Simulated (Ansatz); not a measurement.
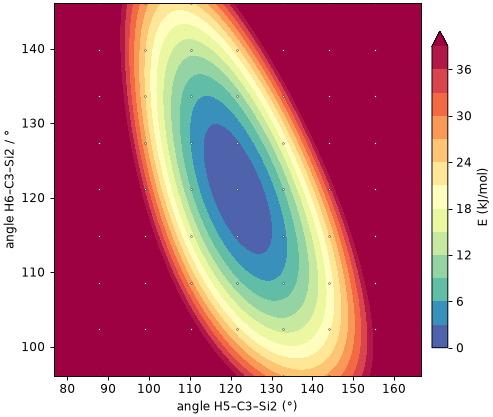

C2H3Si, SMILES C#[Si][CH2], spin multiplicity 2. Coordinates scanned: (1) angle H5–C3–Si2; (2) angle H6–C3–Si2. Nothing is relaxed (all other coordinates rigid). Grid: 9 × 9 points. Points are written as (first, second). All energies are given in kJ/mol relative to the relaxed molecule at the same level. Theory: Ansatz 0.2.0, UKS PBE0-D4/def2-TZVP.

In the figure: filled contours, dots at the grid points, one colour for all values above the top of the scale. Between grid points the surface is interpolated.

> Where is the minimum, and how stiff is the well along each coordinate?

The interpolated minimum is at angle H5–C3–Si2 ≈ 121.6°, angle H6–C3–Si2 ≈ 121.1°. The curvatures there are about 4.6 eV/rad² and 4.3 eV/rad², with a cross term of about 2.8 eV/rad². Round the minimum the valley is strongly tilted: raising angle H5–C3–Si2 shifts the best value of angle H6–C3–Si2 downwards (coupling k₁₂/√(k₁₁k₂₂) about 0.6). (1 eV is 96.5 kJ/mol.)
